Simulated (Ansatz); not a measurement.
Results of RPBE (Ansatz, an electronic-structure program, plane waves, PAW) for grey tin (α-Sn).

Numerical settings: plane-wave cutoff 520 eV, 10×10×10 k mesh, Fermi–Dirac smearing 0.01 eV, scalar-relativistic PAW data made under PBE.

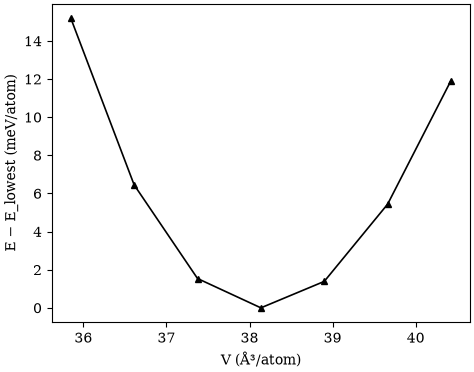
Total energy against volume

Problem. From the curve, estimate the equilibrium volume and the bulk modulus.

Solution. V0 ≈ 38.1 Å³/atom and B0 ≈ 31 GPa; the fit gives V0 = 38.141 Å³/atom, B0 = 31.3 GPa, B′ = 4.9.

Measured, for comparison: bulk modulus 42.8 GPa (0 K value with the zero-point phonon effect removed; as tabulated in Mejia-Rodriguez and Trickey (2018), arXiv:1807.09216); equilibrium volume per atom 33.97 Å³/atom (static lattice: zero-point anharmonic expansion removed; as tabulated in Mejia-Rodriguez and Trickey (2018), arXiv:1807.09216). Computed (rounded) less measured: bulk modulus -27 %, equilibrium volume per atom +12.3 %.

Note: the cell is over a tenth larger than the published one: the level's own overestimate first of all, though another phase or state, or a fault of the published cell, is possible.

Spin–orbit coupling is not included; it can open a gap where bands touch, and shift volumes and moduli.

The computed numbers hold no vibrational or temperature effects.
